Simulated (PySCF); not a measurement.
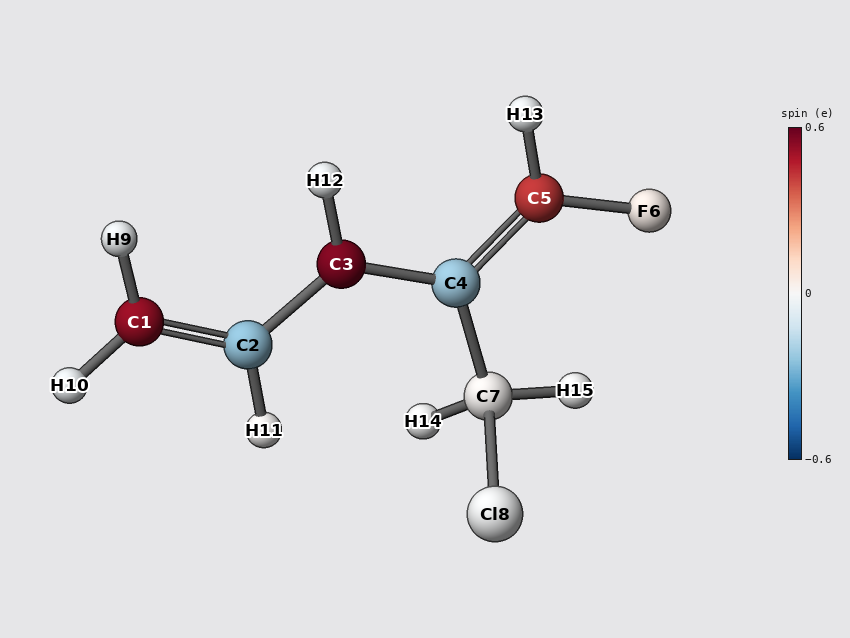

Atoms are coloured by their Mulliken spin populations. Charge 0, doublet. The geometry was computed by an optimisation with GFN2-xTB. No frequency run is at hand to confirm it as a minimum. Method: UKS B3LYP, pcH-1 on C Cl F H, non-relativistic (PySCF 2.14.0).

Which atom carries the largest spin population?

C3 (0.55 e).

Which atom has the lowest spin population?

C2 (−0.23 e); a negative value comes from spin polarisation.

List the Mulliken spin populations.

| atom | value (e) |
| --- | --- |
| C1 | 0.51 |
| C2 | −0.23 |
| C3 | 0.55 |
| C4 | −0.21 |
| C5 | 0.42 |
| F6 | 0.03 |
| C7 | 0.01 |
| Cl8 | −0.01 |
| H9 | −0.02 |
| H10 | −0.02 |
| H11 | 0.01 |
| H12 | −0.02 |
| H13 | −0.02 |
| H14 | 0.00 |
| H15 | 0.00 |

Mulliken values depend strongly on the basis set.
